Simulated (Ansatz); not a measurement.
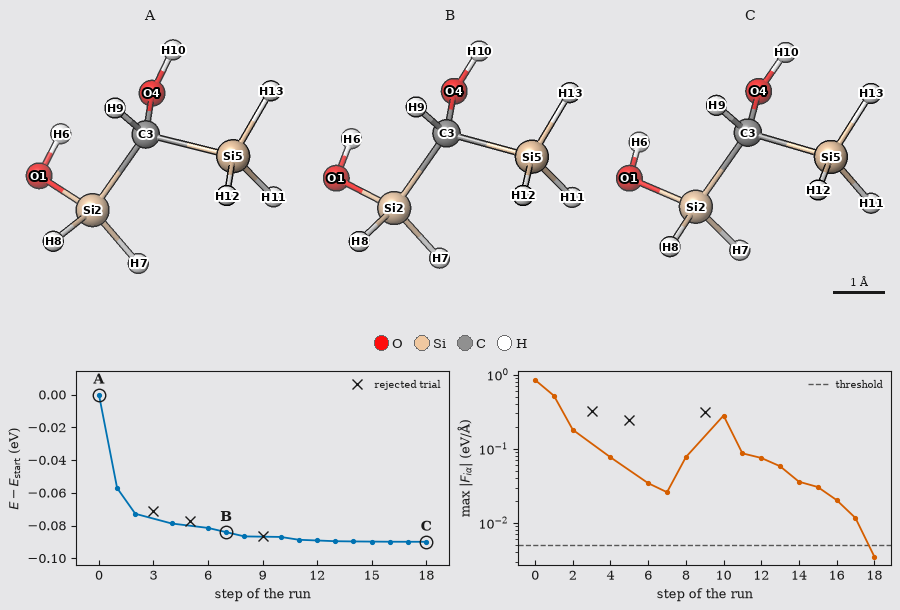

Frames of a relaxation of CH₈O₂Si₂, marked on the history of the run. The picture is a ball-and-stick view, seen at a tilt.

The start comes from PBE-D4/def2-SVP.

Theory: RKS PBE0-D4/def2-TZVP (Ansatz). Settings: force threshold 0.005 eV/Å; at most 150 steps.

Describe the path.

Answer. The largest move after the best rigid fit is that of H6, 0.46 Å. By element the largest moves are H 0.46 Å, O 0.31 Å, Si 0.11 Å, C 0.07 Å. Near-neighbour distances that change, for instance: O1–Si2 1.681 → 1.645 Å, Si2–C3 1.918 → 1.885 Å, O1–H6 0.982 → 0.960 Å, Si2–H7 1.507 → 1.488 Å. Bond angles that change, for instance: Si2–O1–H6 106.5° → 114.6°, O1–Si2–C3 104.0° → 109.4°, O1–Si2–H8 110.3° → 107.4°. Groups turn about O1–Si2 by about 20°. Over 15 accepted moves (18 points after the start) the energy falls by 0.090 eV. Largest force component: 0.85 eV/Å at the start, 0.0035 eV/Å at the end. The line search rejected the trial steps at points 3, 5, 9 of the run. From step 0 to 7: H6 moves most (0.22 Å), energy −0.084 eV. From step 7 to 18: H7 moves most (0.28 Å), energy −0.006 eV.
